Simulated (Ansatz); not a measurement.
# AlPt2S3: a short molecular-dynamics run

Aim: set AlPt2S3 (a randomly packed cell, 12 atoms, not relaxed) in motion for 40 steps of 0.5 fs at constant energy, with velocities drawn for 2000 K, and see how temperature, energy and positions respond.

Method: DFT PBE, plane waves, PAW, scalar-relativistic, no spin polarisation, in Ansatz 0.2.0.

### 1 The starting structure

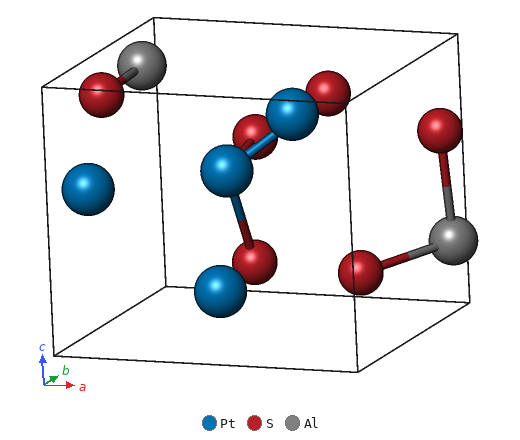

Start, viewed slightly off an axis; platinum blue, sulfur red, aluminium grey. Each atom of the cell is drawn once.

Structure file:

```xyz
12
Lattice="6.6582 0.4221 0.1787 0.8622 6.1032 -0.5256 -0.2969 -0.1067 6.1958" Properties=species:S:1:pos:R:3 pbc="T T T"
Pt    2.8914    2.8097    3.3986
Pt    3.3854    0.5063    1.5136
Pt    4.7002    1.4425    5.3912
S     5.7187    3.4710    1.1137
S     0.7253    0.3960    5.7928
S     4.6817    4.4982    4.7574
S     3.2113    4.0149    0.8926
S     2.7764    5.6032    3.1541
S     6.9588    5.3407    3.8369
Al    0.9111    3.0691    5.5173
Al    7.1717    5.7471    1.1817
Pt    0.1187    1.6327    3.1058
```

### 2 The run

The input, input.yaml:

```yaml
crystal:
  lattice:
    - [6.658223, 0.422082, 0.178658]
    - [0.862241, 6.103226, -0.525555]
    - [-0.296858, -0.106713, 6.195816]
  atoms:
    - { symbol: Pt, position: [0.40256, 0.442561, 0.57447] }
    - { symbol: Pt, position: [0.5122, 0.051631, 0.23391] }
    - { symbol: Pt, position: [0.718422, 0.201819, 0.866535] }
    - { symbol: S, position: [0.800902, 0.516828, 0.200494] }
    - { symbol: S, position: [0.141451, 0.071485, 0.936943] }
    - { symbol: S, position: [0.647741, 0.706378, 0.809076] }
    - { symbol: S, position: [0.408646, 0.632815, 0.185965] }
    - { symbol: S, position: [0.325409, 0.905642, 0.576503] }
    - { symbol: S, position: [0.968462, 0.819636, 0.660865] }
    - { symbol: Al, position: [0.112104, 0.511388, 0.930631] }
    - { symbol: Al, position: [0.973928, 0.878448, 0.237163] }
    - { symbol: Pt, position: [0.005439, 0.27631, 0.524548] }
kpoints:
  mp_grid: { grid: [2, 3, 3] }
magnetization:
  spin_polarized: false
scf:
  occupations: { method: cold, width: 0.15 }
hamiltonian:
  pseudopotentials: { kind: paw }
  xc: pbe
basis:
  ecutwfc: 420
md:
  timestep: 0.5
  n_steps: 40
  ensemble: nve
  temperature: 2000.0
  initial_velocities: maxwell_boltzmann
  seed: 590412
```

Command:

```bash
ansatz run input.yaml --threads 2 --pin off --max-ram 2560MiB --backend cpu --events-out ev --progress --plain --runs-dir out
```

Q: Predict the outcome of this session. Wanted: temperature, first and last step; temperature, second half; potential energy, second half; largest change of the total energy; mean square displacement, second half.

**Answer**, as computed:

| quantity | value |
| --- | --- |
| length | 40 steps of 0.5 fs |
| temperature, first and last step | 2000 and 3034 K |
| temperature, second half | mean 2715 K, from 2408 to 3034 K |
| potential energy, second half | -85 meV/atom from the start |
| largest change of the total energy | 0.01 meV/atom |
| mean square displacement, second half | Al 0.071, S 0.037, Pt 0.005 Å² |

In words: The temperature starts at 2000 K and averages 2715 K in the second half, where it still rises, from 2408 to 3034 K; the start was no minimum (force components up to 1.9 eV/Å), and the potential energy that it sheds (85 meV/atom) turns into motion. The total energy strays from its start by at most 0.01 meV/atom, under 0.1 % of the mean kinetic energy, so a step of 0.5 fs is short enough over this time. Over the second half Al atoms stand 0.3 Å (root mean square) from where they began, and the farthest move is 0.4 Å. Averages from a run of 20 fs with 12 atoms are rough. The k-mesh is coarse.
